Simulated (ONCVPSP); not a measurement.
## Run report: Sc, pseudopotential generation

Scandium (Sc, Z = 21), core [Ne], reference valence 3s2 3p6 3d1 4s1 (an ion of charge +1), valence charge 11. Computed at this level: ONCV potential, revPBE, scalar-relativistic, made with ONCVPSP 4.0.1.

## Key numbers

- outcome: generated
- cutoffs needed: 31 Ha and 37 Ha (the cutoffs at which the residual kinetic energy of the hardest occupied pseudo-wave falls to 1 and 0.1 mHa per electron)
- ghost test: no bound ghost flagged; GHOST(+) flagged for s at 159.6 eV
- largest excitation error: +44 meV (all-electron minus pseudo) for 3s2 3p6 3d0 4s0, out of 4 test configurations
- range over which the phases arctan(r R′/R) at the test radius agree within 0.05 rad (a looser test near the poles than one of phase shifts): s: up to about 4.6 Ha; p: over the whole range computed; d: over the whole range computed; f: not judged, local potential alone
- hardware: 1 CPU thread, shared host
- wall time: 3.7 s

## Input file
```
# ATOM AND REFERENCE CONFIGURATION
# atsym  z   nc   nv     iexc    psfile
  Sc 21.00    3    4  -102130      upf
#
#   n    l    f
    1    0    2.00
    2    0    2.00
    2    1    6.00
    3    0    2.00
    3    1    6.00
    3    2    1.00
    4    0    1.00
#
# PSEUDOPOTENTIAL AND OPTIMIZATION
# lmax
    2
#
#   l,   rc,      ep,       ncon, nbas, qcut
    0    1.95    0.00    3    6    8.00
    1    1.25    0.00    4    8    7.10
    2    1.80    0.00    3    7   10.10
#
# LOCAL POTENTIAL
# lloc, lpopt,  rc(5),   dvloc0
    4    5    0.90    0.00
#
# VANDERBILT-KLEINMAN-BYLANDER PROJECTORs
# l, nproj, debl
    0    2    3.10
    1    2    2.80
    2    2    0.70
#
# MODEL CORE CHARGE
# icmod, fcfact, rcfact
    0    0.00    0.00
#
# LOG DERIVATIVE ANALYSIS
# epsh1, epsh2, depsh
   -4.00    5.00    0.02
#
# OUTPUT GRID
# rlmax, drl
    6.00    0.01
#
# TEST CONFIGURATIONS
# ncnf
    4
# nvcnf
#   n    l    f
    4
    3    0    2.00
    3    1    6.00
    3    2    1.00
    4    0    2.00
#
    4
    3    0    2.00
    3    1    6.00
    3    2    1.00
    4    0    0.00
#
    4
    3    0    2.00
    3    1    6.00
    3    2    0.00
    4    0    0.00
#
    5
    3    0    2.00
    3    1    6.00
    3    2    1.00
    4    0    0.00
    4    1    1.00
#
```

Command:
```bash
oncvpsp.x < Sc.dat > Sc.out
```

## The program's output (extracts)
```
ONCVPSP  (Optimized Norm-Conservinng Vanderbilt PSeudopotential)
scalar-relativistic version 4.0.1

#   n    l    f        energy (Ha)
    1    0    2.00    -1.6187743E+02
    2    0    2.00    -1.7692107E+01
    2    1    6.00    -1.4523604E+01
    3    0    2.00    -2.2810971E+00
    3    1    6.00    -1.4924566E+00
    3    2    1.00    -3.6342969E-01
    4    0    1.00    -3.5367167E-01

Reference configufation results
  iterations    25
  all-electron total energy (Ha)   -7.63928872D+02

Begin loop to  construct optimized pseudo wave functions
and semi-local pseudopoentials for all angular momenta

Calculating optimized projector #   1

 for l=   0

    Fraction of norm inside rc  0.969141
    Optimizing pswf for qcut=   8.00 a_B^-1,  ecut=  31.96 Ha
    Residual kinetic energy error=  3.83D-08 Ha

    Energy error per electron        Cutoff
         Ha          eV             Ha
         0.01000     0.27211        5.45
         0.00100     0.02721       14.01
         0.00010     0.00272       18.10
         0.00001     0.00027       21.12

Calculating optimized projector #   2

 for l=   0

    Fraction of norm inside rc  0.083696
    Optimizing pswf for qcut=   8.00 a_B^-1,  ecut=  31.96 Ha
    Residual kinetic energy error=  2.00D-09 Ha

    Energy error per electron        Cutoff
         Ha          eV             Ha
         0.01000     0.27211        3.99
         0.00100     0.02721       13.01
         0.00010     0.00272       18.61
         0.00001     0.00027       22.72

   Wellstate for l =  1  n =  5
     eigenvalue =   1.3075
     asymptotic potential =   1.8075
     half-point radius =  3.4420

Calculating optimized projector #   1

 for l=   1

    Fraction of norm inside rc  0.625884
    Optimizing pswf for qcut=   7.10 a_B^-1,  ecut=  25.19 Ha
    Residual kinetic energy error=  1.32D-04 Ha

    Energy error per electron        Cutoff
         Ha          eV             Ha
         0.01000     0.27211       12.47
         0.00100     0.02721       16.07
         0.00010     0.00272       31.26
         0.00001     0.00027      123.07

Calculating optimized projector #   2

 for l=   1

    Fraction of norm inside rc  0.054188
    Optimizing pswf for qcut=   7.10 a_B^-1,  ecut=  25.19 Ha
    Residual kinetic energy error=  6.26D-05 Ha

    Energy error per electron        Cutoff
         Ha          eV             Ha
         0.01000     0.27211       11.41
         0.00100     0.02721       15.45
         0.00010     0.00272       20.00
         0.00001     0.00027       52.97

   Wellstate for l =  2  n =  4
     eigenvalue =   0.3366
     asymptotic potential =   0.8366
     half-point radius =  4.0025

Calculating optimized projector #   1

 for l=   2

    Fraction of norm inside rc  0.635570
    Optimizing pswf for qcut=  10.11 a_B^-1,  ecut=  51.12 Ha
    Residual kinetic energy error=  5.48D-09 Ha

    Energy error per electron        Cutoff
         Ha          eV             Ha
         0.01000     0.27211       24.86
         0.00100     0.02721       31.36
         0.00010     0.00272       36.71
         0.00001     0.00027       41.30

Calculating optimized projector #   2

 for l=   2

    Fraction of norm inside rc  0.163318
    Optimizing pswf for qcut=  10.11 a_B^-1,  ecut=  51.12 Ha
    Residual kinetic energy error=  1.16D-08 Ha

    Energy error per electron        Cutoff
         Ha          eV             Ha
         0.01000     0.27211       24.02
         0.00100     0.02721       31.19
         0.00010     0.00272       36.96
         0.00001     0.00027       41.79

Construct Vanderbilt / Kleinmman-Bylander projectors

B matrix Hermiticity error, ll=   0
   1   2    1.1881E-04

  Orthonormal projector coefficients  1.0549E+01  1.4073E+00

B matrix Hermiticity error, ll=   1
   1   2   -2.1949E-04

  Orthonormal projector coefficients  6.9356E+00  1.1786E+00

B matrix Hermiticity error, ll=   2
   1   2    4.2970E-05

  Orthonormal projector coefficients -2.4084E+00 -1.4403E+00

Pseudoatom total energy  -46.485481

Diagnostic tests using Vanderbilt-Kleinman-Bylander pseudopotentials
  1 or more projectors used as specified by nproj input data

   l    rcore       rmatch      e in        delta e   norm test  slope test

   0   1.9594322   2.0189248  -2.2810971   0.0000006   1.0001009   1.0000896
   0   1.9594322   2.0189248  -0.3536717   0.0000017   1.0000195   1.0000135

   1   1.2510702   1.2890554  -1.4924566  -0.0000143   1.0000882   1.0001174
   1   1.2510702   1.2890554   1.3075434   0.0000084   1.0003006   1.0003006

   2   1.8020154   1.8567285  -0.3634297  -0.0000009   1.0000439   1.0000427
   2   1.8020154   1.8567285   0.3365703  -0.0000005   1.0001285   1.0001285

 Testing for bound ghosts
   n   l    E NL Schr. Eq   E Basis Diag.   E Cutoff

   1   0       -2.281096       -2.281065     33.56
   2   0       -0.353670       -0.325892     33.56

   2   1       -1.492471       -1.490860    193.02

   3   2       -0.363431       -0.359337     79.40

 Testing for highly-localized positive-energy ghosts
       l    <radius>/rc     E Basis Diag.   E Cutoff

       0        0.980058        5.866125     33.56  WARNING - GHOST(+)

Test configuration 0

   n   l     f        eae           eps        diff
   1   0  2.0000 -161.87743370
   2   0  2.0000  -17.69210699
   2   1  6.0000  -14.52360406
   3   0  2.0000   -2.28109708   -2.28109646    6.16D-07
   3   1  6.0000   -1.49245660   -1.49247090   -1.43D-05
   3   2  1.0000   -0.36342969   -0.36343061   -9.24D-07
   4   0  1.0000   -0.35367167   -0.35366999    1.68D-06

    Total energies and differences
      AE_ref= -7.63928872D+02  AE_tst= -7.63928872D+02  dif=  0.00D+00
      PS_ref= -4.64854810D+01  PS_tst= -4.64854810D+01  dif=  2.13D-14
      PSP excitation error= -2.13D-14

Test configuration 1

   n   l     f        eae           eps        diff
   1   0  2.0000 -161.61700206
   2   0  2.0000  -17.43603782
   2   1  6.0000  -14.26715477
   3   0  2.0000   -2.02515362   -2.02483473    3.19D-04
   3   1  6.0000   -1.23647852   -1.23630376    1.75D-04
   3   2  1.0000   -0.11711088   -0.11703358    7.73D-05
   4   0  2.0000   -0.15250177   -0.15250404   -2.27D-06

    Total energies and differences
      AE_ref= -7.63928872D+02  AE_tst= -7.64180033D+02  dif= -2.51D-01
      PS_ref= -4.64854810D+01  PS_tst= -4.67366573D+01  dif= -2.51D-01
      PSP excitation error=  1.51D-05

Test configuration 2

   n   l     f        eae           eps        diff
   1   0  2.0000 -162.19327033
   2   0  2.0000  -18.00244062
   2   1  6.0000  -14.83440343
   3   0  2.0000   -2.58792167   -2.58849414   -5.72D-04
   3   1  6.0000   -1.79804667   -1.79839030   -3.44D-04
   3   2  1.0000   -0.65521995   -0.65535640   -1.36D-04

    Total energies and differences
      AE_ref= -7.63928872D+02  AE_tst= -7.63464384D+02  dif=  4.64D-01
      PS_ref= -4.64854810D+01  PS_tst= -4.60209584D+01  dif=  4.65D-01
      PSP excitation error= -3.47D-05

Test configuration 3

   n   l     f        eae           eps        diff
   1   0  2.0000 -162.81118493
   2   0  2.0000  -18.65407029
   2   1  6.0000  -15.48321967
   3   0  2.0000   -3.17713396   -3.17642911    7.05D-04
   3   1  6.0000   -2.37328260   -2.37039179    2.89D-03

    Total energies and differences
      AE_ref= -7.63928872D+02  AE_tst= -7.62553182D+02  dif=  1.38D+00
      PS_ref= -4.64854810D+01  PS_tst= -4.51114171D+01  dif=  1.37D+00
      PSP excitation error=  1.63D-03

Test configuration 4

   n   l     f        eae           eps        diff
   1   0  2.0000 -161.92299095
   2   0  2.0000  -17.73668735
   2   1  6.0000  -14.56816198
   3   0  2.0000   -2.32594678   -2.32620860   -2.62D-04
   3   1  6.0000   -1.53674925   -1.53702822   -2.79D-04
   3   2  1.0000   -0.40201256   -0.40210298   -9.04D-05
   4   1  1.0000   -0.25199094   -0.25200187   -1.09D-05

    Total energies and differences
      AE_ref= -7.63928872D+02  AE_tst= -7.63804601D+02  dif=  1.24D-01
      PS_ref= -4.64854810D+01  PS_tst= -4.63612124D+01  dif=  1.24D-01
      PSP excitation error=  2.66D-06
```

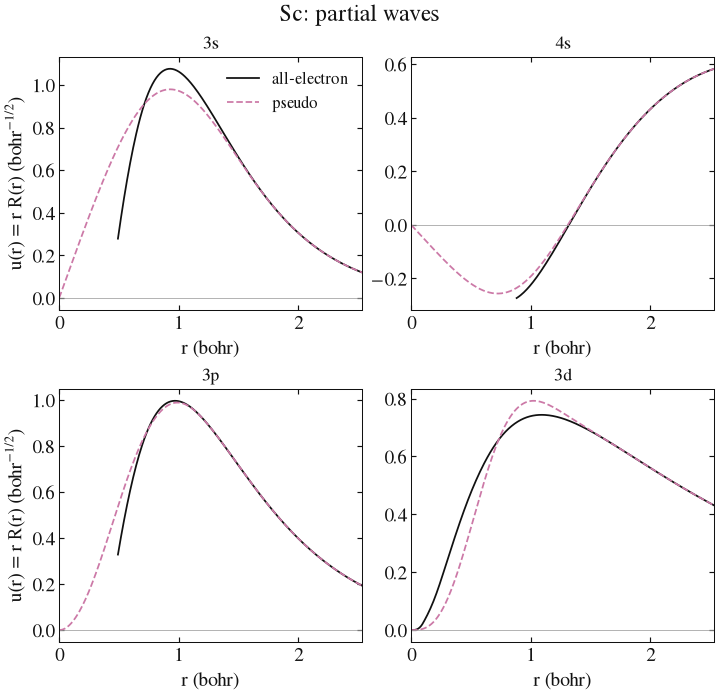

**Figure 1.** All-electron valence functions (solid) with their pseudo partners (dashed). The innermost oscillations of some all-electron curves aren't drawn. Reference configuration 3s2 3p6 3d1 4s1.

- Matching radii: 3s at 1.95 bohr; 4s at 1.95 bohr; 3p at 1.25 bohr; 3d at 1.80 bohr. The curves merge smoothly, so the plot gives these only roughly.
- Nodes of the pseudo-waves: 3s has no node; 4s has a node at about 1.3 bohr; 3p has no node; 3d has no node. A node in 4s is expected, since a lower shell of the same l is also in the valence and the two must stay orthogonal.

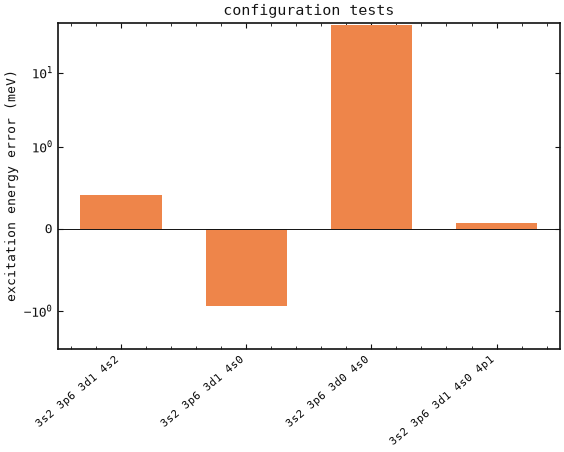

**Figure 2.** Errors, all-electron minus pseudo, of the energies of valence configurations relative to the unpolarised reference 3s2 3p6 3d1 4s1.

- Worst configuration: 3s2 3p6 3d0 4s0 (charge +3): the error is +44 meV on an all-electron energy of +37.43 eV relative to the reference, or 0.12 %.
- Errors in meV: 3s2 3p6 3d1 4s2: +0.4; 3s2 3p6 3d1 4s0: -0.9; 3s2 3p6 3d0 4s0: +44; 3s2 3p6 3d1 4s0 4p1: +0.1.

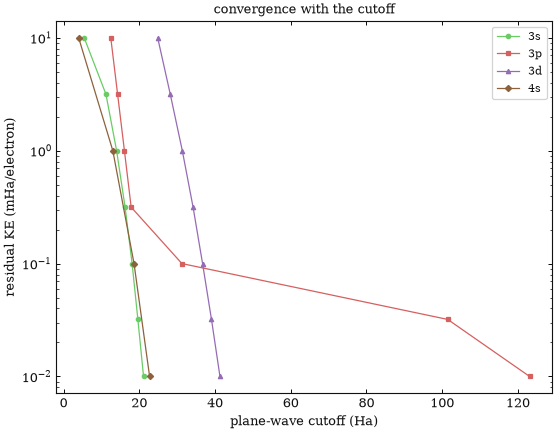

**Figure 3.** Residual kinetic energy of the pseudo-waves (the first of each channel, and further valence shells) beyond the plane-wave cutoff, as the generator prints it.

- Hardest wave at 1 mHa per electron: 3d, with rc = 1.80 bohr and qcut = 10.1 1/bohr. The optimisation minimises, but can't always remove, the kinetic energy above qcut²/2 = 51.0 Ha, and a larger rc would as a rule soften the wave at some cost in transferability.
- Cutoffs for 1 mHa per electron: 3d: 31 Ha; 3p: 16 Ha; 3s: 14 Ha; 4s: 13 Ha.
- Cutoffs for the occupied states: 31 Ha for 1 mHa and 37 Ha for 0.1 mHa per electron. The first is set by 3d.

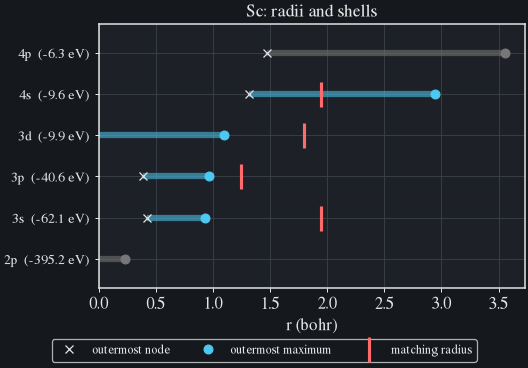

**Figure 4.** Outer shells of the all-electron reference atom: each bar runs from the outermost node (or the nucleus) to the outermost maximum of u(r); the tick is the radius chosen for the pseudo-wave. Shells without a tick have no pseudo-wave of their own. Levels, nodes and maxima are from ld1.x, scalar-relativistic.

- Radii against the shells: 3s: 1.95 bohr, outside the maximum; 3p: 1.25 bohr, outside the maximum; 3d: 1.80 bohr, outside the maximum; 4s: 1.95 bohr, between node and maximum.
